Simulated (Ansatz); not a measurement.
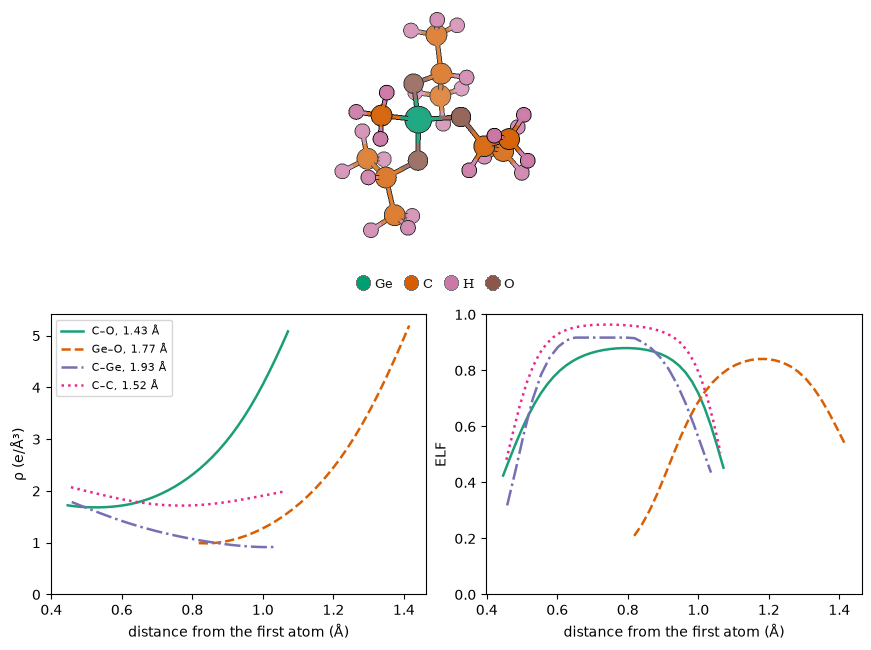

Figure 1: C10H24GeO3 (GeMe(OiPr)3). Electron density and electron localisation function along straight lines between neighbouring atoms. The curves leave out the atomic cores. The structure is drawn too.

Geometry: r2SCAN-D4/def2-SVP.

These are results of RKS PBE0-D4/def2-TZVP in Ansatz, not measurements.

The calculation's input:

```
crystal:
  periodic: [false, false, false]
  atoms:
    - {symbol: Ge, position_ang: [0.262196, -0.174785, 1.070956]}
    - {symbol: C, position_ang: [0.633973, 0.234376, 2.917548]}
    - {symbol: H, position_ang: [-0.258070, 0.645409, 3.411270]}
    - {symbol: H, position_ang: [1.457723, 0.959025, 2.987789]}
    - {symbol: H, position_ang: [0.933151, -0.691849, 3.428285]}
    - {symbol: O, position_ang: [1.812903, -0.600703, 0.329280]}
    - {symbol: C, position_ang: [1.872373, -1.271314, -0.936628]}
    - {symbol: C, position_ang: [3.184716, -2.034611, -0.973559]}
    - {symbol: C, position_ang: [1.746427, -0.266584, -2.073545]}
    - {symbol: H, position_ang: [1.033518, -1.993181, -0.998550]}
    - {symbol: H, position_ang: [4.030326, -1.334091, -0.880267]}
    - {symbol: H, position_ang: [3.291368, -2.590057, -1.918610]}
    - {symbol: H, position_ang: [3.236133, -2.748323, -0.137969]}
    - {symbol: H, position_ang: [0.795186, 0.283406, -2.002274]}
    - {symbol: H, position_ang: [2.569317, 0.465574, -2.024587]}
    - {symbol: H, position_ang: [1.785308, -0.771540, -3.052251]}
    - {symbol: O, position_ang: [-0.561155, 1.158678, 0.211689]}
    - {symbol: C, position_ang: [-0.247779, 2.523283, 0.494240]}
    - {symbol: C, position_ang: [-1.370379, 3.365684, -0.086050]}
    - {symbol: C, position_ang: [1.115641, 2.898977, -0.072489]}
    - {symbol: H, position_ang: [-0.227266, 2.676892, 1.595369]}
    - {symbol: H, position_ang: [-1.419098, 3.221115, -1.177254]}
    - {symbol: H, position_ang: [-1.210833, 4.435622, 0.119965]}
    - {symbol: H, position_ang: [-2.337380, 3.063515, 0.342920]}
    - {symbol: H, position_ang: [1.907473, 2.243794, 0.325518]}
    - {symbol: H, position_ang: [1.112936, 2.788769, -1.168750]}
    - {symbol: H, position_ang: [1.371511, 3.942068, 0.173511]}
    - {symbol: O, position_ang: [-0.811968, -1.559768, 0.831980]}
    - {symbol: C, position_ang: [-2.158854, -1.442688, 0.353981]}
    - {symbol: C, position_ang: [-2.919805, -2.642903, 0.890776]}
    - {symbol: C, position_ang: [-2.171615, -1.368763, -1.165980]}
    - {symbol: H, position_ang: [-2.613219, -0.512705, 0.751230]}
    - {symbol: H, position_ang: [-2.463219, -3.573350, 0.516457]}
    - {symbol: H, position_ang: [-3.974310, -2.616051, 0.573792]}
    - {symbol: H, position_ang: [-2.882416, -2.662771, 1.990511]}
    - {symbol: H, position_ang: [-1.628036, -0.474832, -1.506924]}
    - {symbol: H, position_ang: [-1.693126, -2.265744, -1.592938]}
    - {symbol: H, position_ang: [-3.203670, -1.309547, -1.548413]}
basis:
  gaussian: {orbitals: def2-TZVP, fitting: {mean_field: def2-universal-jkfit}, initial_orbitals: start.molden}
hamiltonian: {xc: pbe0, dispersion: d4}
scf: {omitted_lower_state_checks: [starts]}
output: {forces: true, orbitals: {seedname: orbitals}}
```

Run with:

```sh
ansatz run in.yaml --threads 2 --pin off --events-out ev --progress --plain --max-ram 22528MiB --backend cuda --devices 0, --max-vram 18GiB
```

> What can be read from the curves?

C–O (1.43 Å): the density is about 2 e/Å³ at the midpoint, with its minimum of 1.7 e/Å³ about 0.5 Å from C; the ELF peaks at about 0.90 between the atoms (a shared but strongly polarised pair).
Ge–O (1.77 Å): ρ at the midpoint is about 1 e/Å³; the ELF peaks at about 0.85 in the valence shell of O, 0.6 Å from its nucleus, and is about 0.35 at the midpoint.
C–Ge (1.93 Å): ρ is about 0.93 e/Å³ halfway; the ELF peaks at about 0.90 in the valence shell of C, 0.7 Å from its nucleus, and is about 0.70 at the midpoint.
C–C (1.52 Å): ρ at the midpoint is about 1.7 e/Å³; the ELF peaks at about 0.95 between the atoms, as expected for a shared electron pair.
